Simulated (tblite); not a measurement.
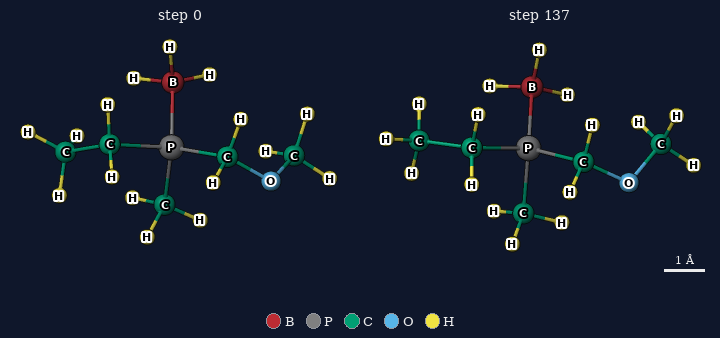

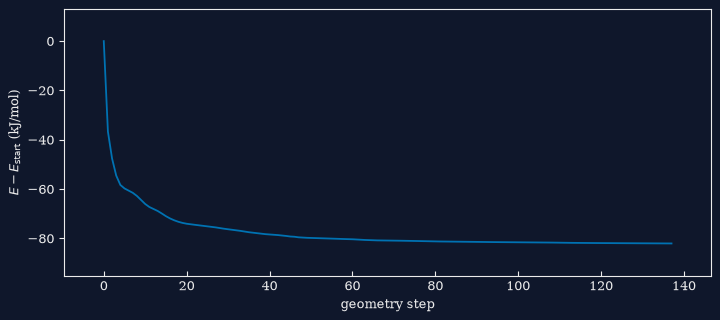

First and last geometry of a relaxation of C₅H₁₆BOP, with the history of the run. The picture is a ball-and-stick view, seen at a tilt.

These are results of GFN2-xTB geometry optimisation, gas phase in tblite, not measurements. 

Q: What do the curves and the structures tell?

A: It converged. The atom that moves furthest after the best rigid fit is an H atom (1.14 Å). By element the largest moves are H 1.14 Å, B 0.48 Å, C 0.44 Å, P 0.26 Å, O 0.18 Å. Among the contacts that change: C–P 1.798 → 1.877 Å, C–P 1.784 → 1.833 Å, C–H 1.132 → 1.089 Å, B–P 1.890 → 1.933 Å. Bond angles that change, for instance: C–P–C 110.4° → 98.9°, B–P–C 104.1° → 114.6°, P–B–H 116.3° → 106.8°. Groups turn about C–C by about 25°, C–O by about 20°. After 137 geometry steps the energy has fallen by 82.0 kJ/mol. Cost: 0.98 s on 1 thread of Arm Neoverse V2, with other jobs on the host.
